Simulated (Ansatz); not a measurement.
Relaxed MgO (rock salt):

```
MgO
1.0
    0.00000     4.25375     4.25375
    2.12687     0.00000     2.12687
    2.12687     2.12687     0.00000
O Mg
2 2
Cartesian
  0.00000   0.00000   0.00000
  0.00000   2.12687   2.12687
  2.12687   2.12687   2.12687
  2.12687   4.25375   4.25375
```

In each cell atom 1 (O, nearest neighbour Mg at 2.127 Å; its periodic images, 3.0 Å or more away, move with it) moves by s·(0.000, 0.000, 1.000) (along Cartesian z), the rest being held.

The numbers are results of PBE (plane waves to 420 eV, PAW, scalar-relativistic; Ansatz, a program for electronic structure), not measurements. k mesh 11×11×11 (Γ-centred), Fermi-Dirac smearing 0.05 eV. E stands for the smeared free energy. Left out: 2 of 11 points, with atoms too close for the PAW data. F∥ is the force on the atom along that direction. MgO was relaxed with its symmetry unable to fall. ΔE is measured from the undisplaced structure.

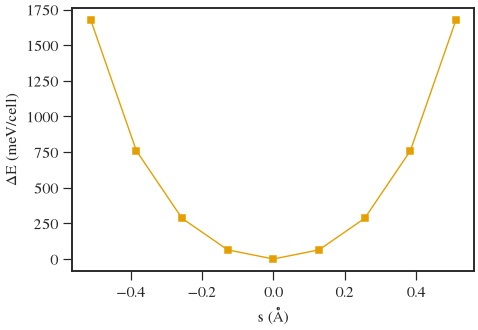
Fig. 1. ΔE (meV/cell) against s (Å); markers are the computed points, lines only join them.

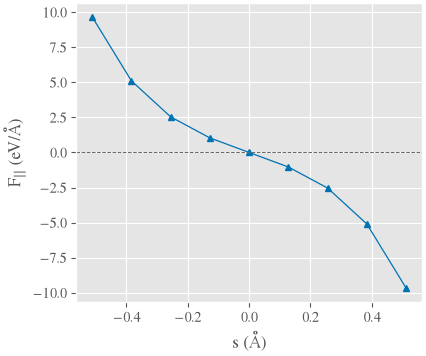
Figure. F∥ (eV/Å) against s (Å); one marker a computed point.

The energy at s = 0.512 Å is 1677 meV/cell, the force along the line at s = -0.512 Å is 9.67 eV/Å and the force constant k = d²E/ds² at s = 0 (finite differences) is 7.51 eV/Å². Symmetry of the curve: even: the same for both signs. Harmonic estimate at the end of the scan: ½ks² = 984 meV/cell against the computed 1677 meV/cell, so the well is stiffer than harmonic there.

With its periodic images moving along, the atom's site symmetry in this cell is -3m.

(For displaced atoms, the force is minus the slope of the energy, and its curvature is a force constant, which sets phonon frequencies.)
